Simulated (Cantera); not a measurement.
A closed system holds: 1 mol Al(CH₃)₃, 9.6 mol NH₃, 24 mol H₂, held at 898 K.

Method: chemical equilibrium by Gibbs-energy minimisation in Cantera with the NASA 1993 tables (ideal gas, pure condensed phases). Candidate condensed phases: Al, AlN, C, C₆H₆, C₇H₈, C₈H₁₈; 97 gas species. The feed counts by its element totals alone. Equilibrium is a limit: real reactors are often held back by kinetics, nucleation or transport.

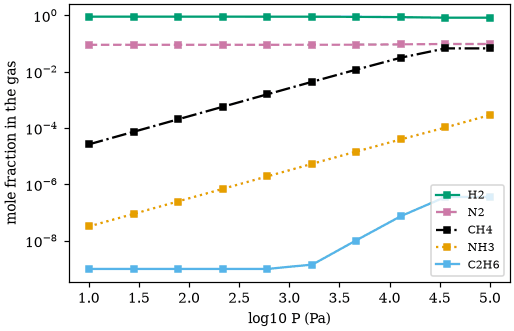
Figure: Equilibrium gas composition (values under 1e-9 drawn at 1e-9)

Question: Read off the mole fractions at 2.20 mbar.

Answer: H₂ about 0.91, N₂ about 0.091, CH₄ about 0.00058, NH₃ about 7.1e-7.
